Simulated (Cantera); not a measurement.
Input: 1 mol CS₂, 0.32 mol H₂, held at 1348 K.

These are equilibrium values from Cantera (NASA tables, ideal gas, pure condensed phases), not measurements of a reactor. Candidate condensed phases: C, C₆H₆, C₇H₈, C₈H₁₈, S; 83 gas species. The ideal-gas law is rough above about 30 bar. The numbers say what is thermodynamically allowed, not how fast it happens.

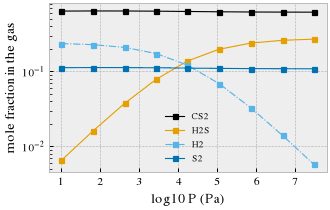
Fig. 1. Equilibrium gas composition (values under 1e-9 drawn at 1e-9)

Task: Read off the mole fractions at 0.0750 Torr.

Result: CS₂ about 0.64, H₂ about 0.24, S₂ about 0.11, H₂S about 0.0065.
